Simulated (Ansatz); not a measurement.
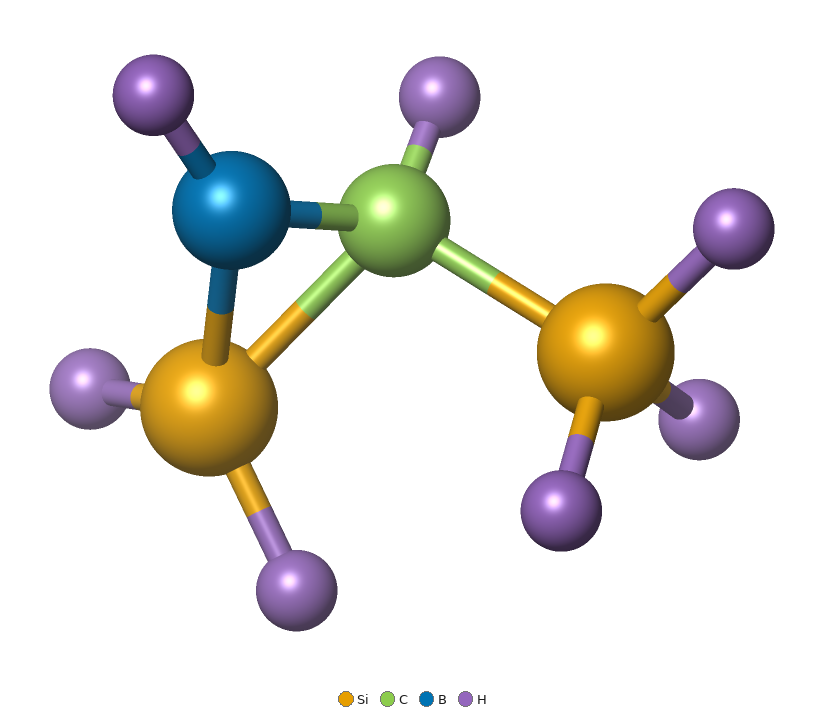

Computed geometry: PBE-D4/def2-SVP optimisation. No frequency run is at hand to confirm it as a minimum. Method: RKS PBE-D4/def2-SVP (Ansatz 0.2.0).

> Give the dispersion correction at this level.

−24.6 kJ/mol.

> What is the dipole moment?

0.57 D.
